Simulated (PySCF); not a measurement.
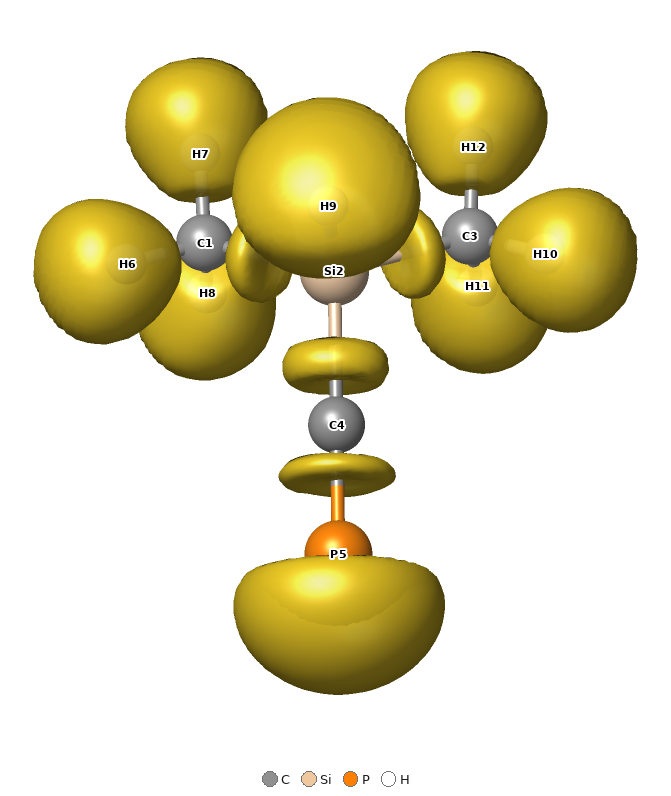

C3H7PSi (SMILES C[SiH](C)C#P). Isosurface of the ELF at 0.85 (yellow), seen at a tilt. Core shells and regions of very low density are left out.

Geometry: GFN2-xTB.

Computed with PBE0/pcSseg-1, SCF density, gas phase, non-relativistic in PySCF 2.14.0.

Input file:

```
{"job": {"kind": "nmr", "xc": "PBE0", "basis": "pcSseg-1"}, "charge": 0, "multiplicity": 1}
C     -0.305073     1.630161     0.281668
Si     0.182753    -0.004698    -0.556607
C     -0.866758    -1.436383     0.123773
C      1.960720    -0.350448    -0.167619
P      3.458895    -0.642105     0.161140
H      0.301104     2.453016    -0.084854
H     -1.345534     1.874377     0.087140
H     -0.173438     1.579564     1.358922
H      0.042370     0.095985    -2.019865
H     -0.583955    -2.380551    -0.331666
H     -0.747367    -1.542134     1.198401
H     -1.922518    -1.277470    -0.076460
```

Launched as:

```sh
OMP_NUM_THREADS=1 python probes_run.py task.json out
```

Q: What do the ELF domains correspond to?

A: At this value the surface marks out one region between bonded C–P atoms (shared pairs), three regions between bonded C–Si atoms (shared pairs), seven regions around hydrogen nuclei and one lobe on P, pointing away from the bonds (lone pairs). Profiles from the grid: C–P (1.56 Å): the ELF peaks at about 0.90 between the atoms, as expected for a covalent bond. C–Si (1.85 Å): the ELF peaks at about 0.95 between the atoms: localised, covalent bonding.
